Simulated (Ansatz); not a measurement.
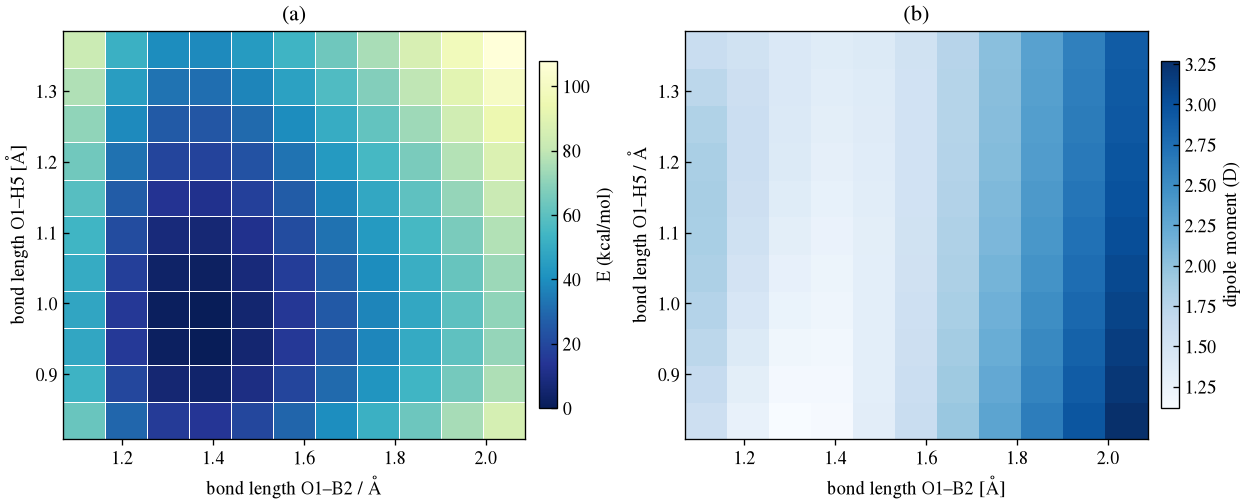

CH4BNO, SMILES OB1CN1. 
- First axis: bond length O1–B2. Second axis: bond length O1–H5.
- Nothing is relaxed (all other coordinates rigid).
- The grid has 11 × 11 points.
- Points are written as (first, second).
- All energies are given in kcal/mol relative to the lowest grid point.
- The reference is spin-restricted, which grows unreliable where a bond is stretched far.
- The calculation used Ansatz 0.2.0, RKS PBE-D4/def2-TZVP.

Panel (a) is the energy; panel (b) is the computed dipole moment, in D.

The picture shows one coloured cell a grid point.

How does the dipole moment vary over the map, and what is it at the lowest grid point?

Leaving out the highest fifth of the energies, it runs from 1.12 D at (1.301 Å, 0.835 Å) to 2.90 D at (1.948 Å, 0.887 Å). At the lowest grid point, (1.393 Å, 0.992 Å), it is 1.21 D.

| bond length O1–H5 ↓, bond length O1–B2 → | 1.116 | 1.208 | 1.301 | 1.393 | 1.486 | 1.578 | 1.671 | 1.763 | 1.856 | 1.948 | 2.041 |
| --- | --- | --- | --- | --- | --- | --- | --- | --- | --- | --- | --- |
| 1.359 | 1.63 | 1.54 | 1.44 | 1.37 | 1.41 | 1.54 | 1.76 | 2.03 | 2.32 | 2.61 | 2.91 |
| 1.306 | 1.73 | 1.58 | 1.44 | 1.36 | 1.39 | 1.54 | 1.77 | 2.04 | 2.33 | 2.63 | 2.92 |
| 1.254 | 1.80 | 1.60 | 1.43 | 1.34 | 1.38 | 1.53 | 1.77 | 2.05 | 2.35 | 2.64 | 2.94 |
| 1.201 | 1.85 | 1.60 | 1.41 | 1.32 | 1.37 | 1.53 | 1.78 | 2.06 | 2.37 | 2.67 | 2.96 |
| 1.149 | 1.86 | 1.59 | 1.38 | 1.29 | 1.35 | 1.54 | 1.79 | 2.08 | 2.39 | 2.69 | 2.99 |
| 1.097 | 1.85 | 1.56 | 1.34 | 1.26 | 1.34 | 1.54 | 1.81 | 2.11 | 2.42 | 2.72 | 3.02 |
| 1.044 | 1.83 | 1.51 | 1.30 | 1.24 | 1.34 | 1.55 | 1.83 | 2.14 | 2.45 | 2.76 | 3.06 |
| 0.992 | 1.78 | 1.46 | 1.25 | 1.21 | 1.33 | 1.56 | 1.86 | 2.17 | 2.49 | 2.80 | 3.11 |
| 0.939 | 1.72 | 1.40 | 1.21 | 1.19 | 1.33 | 1.58 | 1.88 | 2.21 | 2.53 | 2.85 | 3.15 |
| 0.887 | 1.66 | 1.34 | 1.16 | 1.17 | 1.34 | 1.60 | 1.92 | 2.25 | 2.58 | 2.90 | 3.21 |
| 0.835 | 1.59 | 1.28 | 1.12 | 1.15 | 1.35 | 1.63 | 1.96 | 2.29 | 2.63 | 2.96 | 3.27 |
